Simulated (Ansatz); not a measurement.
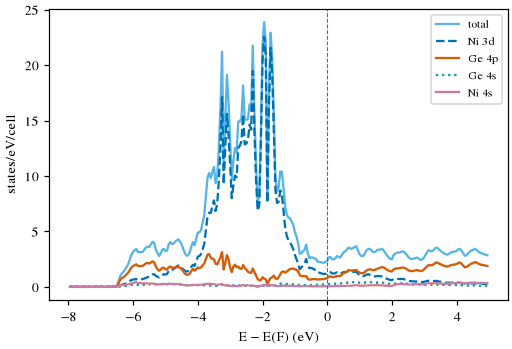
Total and projected density of states of NiGe in space group Pnma (No. 62; Ni on 4c, Ge on 4c), DFT-PBEsol in the program Ansatz with PAW potentials

### Question
Which orbitals carry the states next to the Fermi level?

### Answer
Within 0.5 eV of the Fermi level: Ni 3d 52 %, Ge 4p 33 %, Ge 4s 10 %. Projections are on Löwdin-orthogonalised atomic valence shells; empty p or d shells of many metals are not among them.

### Question
Where is the tallest occupied peak in this window, and what makes it?

### Answer
Near -1.9 eV, about 24 states/eV per cell; the largest projected share is Ni 3d.

The cell was relaxed with PBEsol under the symmetry of its start. No spin polarisation was allowed. Spin–orbit coupling is left out wherever it is not named.

Potentials: the earlier of the program's two PAW sets. The files were generated under PBE; for other functionals the program regenerates the frozen cores, and for LDA and PBEsol the local potential too.
